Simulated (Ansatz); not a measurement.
A computed series for SrTiO3: pressure series

Consider SrTiO$_{3}$ in the cubic perovskite structure (space group Pm-3m, No. 221; a = 3.9364 Å).

Cell and atoms are relaxed at each pressure.

All numbers come from PBE/PAW in Ansatz (an electronic-structure program), no spin-orbit coupling.

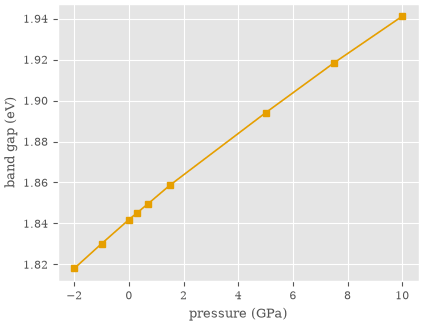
Fig. 1. Band gap against pressure

Q: From the plot, what is the band gap for pressure −1 GPa?

A: About 1.83 eV.

Q: Is the trend monotonic over the range shown?

A: Yes, it rises throughout, spanning 1.82 eV to 1.94 eV.

Load acts through the strain it causes; cell and atoms are relaxed under it. No phonon test of stability was made. No other phases were tried under pressure. All final runs are without spin polarisation. Many cubic perovskites are stable only at high temperature; tilts and polar distortions were not tested.
